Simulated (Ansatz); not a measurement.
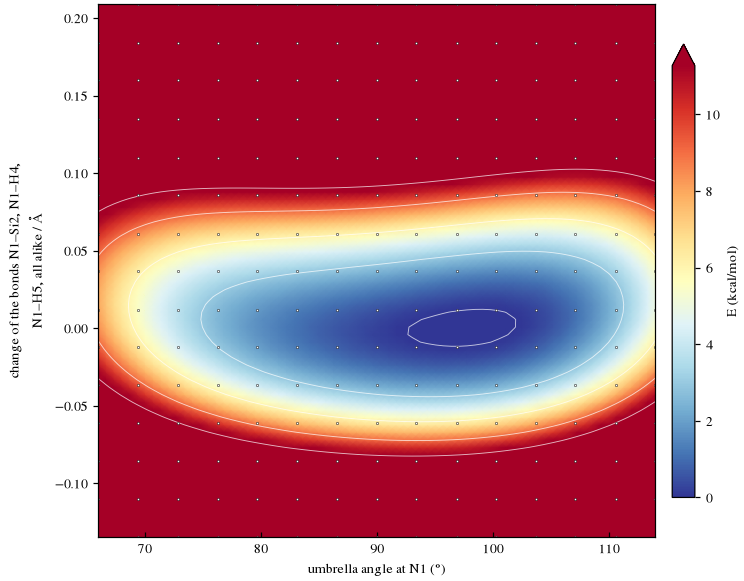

ClH4NSi, SMILES N[SiH2]Cl. First axis: umbrella angle at N1 (between each of its bonds and their common axis; 90 is planar). Second axis: change of the bonds N1–Si2, N1–H4, N1–H5, all alike. Nothing is relaxed (all other coordinates rigid). The scan uses a 15 × 15 grid. Points are written as (first, second). Energies are in kcal/mol, from the lowest grid point. These are results of Ansatz, RHF/def2-TZVP, not measurements.

Drawn: a smooth colour map with a few white contour lines, dots at the grid points, one colour for all values above the top of the scale. Between grid points the surface is interpolated.

Estimate the position of the minimum and the force constants in these coordinates.

The interpolated minimum is at the first coordinate ≈ 97.8°, the second coordinate ≈ 0.000 Å. The curvatures there are about 3 eV/rad² and 136 eV/Å², with a cross term of about −4.9 eV/(rad·Å). Round the minimum the valley is somewhat tilted: raising the first coordinate shifts the best value of the second coordinate upwards (coupling k₁₂/√(k₁₁k₂₂) about −0.2). (1 eV is 23.1 kcal/mol.)
